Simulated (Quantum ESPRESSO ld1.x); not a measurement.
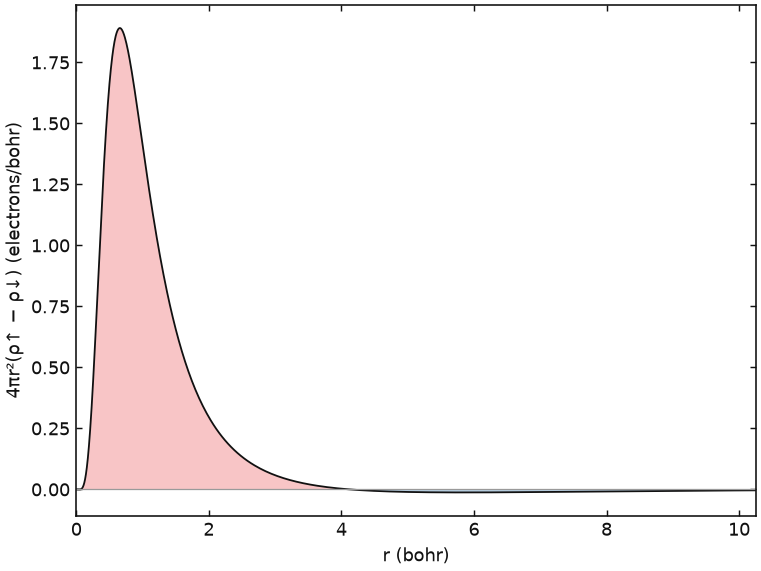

System: the cobalt ion Co⁻, configuration [Ar] 3d8 4s2 (high spin). Computed with Quantum ESPRESSO ld1.x 7.5: non-relativistic Kohn-Sham, LDA (Slater exchange, Perdew-Zunger correlation), spin-polarised, spherical densities, point nucleus, Perdew-Zunger self-interaction correction.

The plot shows the radial spin density.

> What does the plot show?

The curve integrates to 2 unpaired electrons, held by 3d (+2). Its largest value, 1.89 electrons/bohr, lies near r = 0.66 bohr. Regions of the opposite sign hold 0.061 electrons in all, from the polarisation of filled shells.
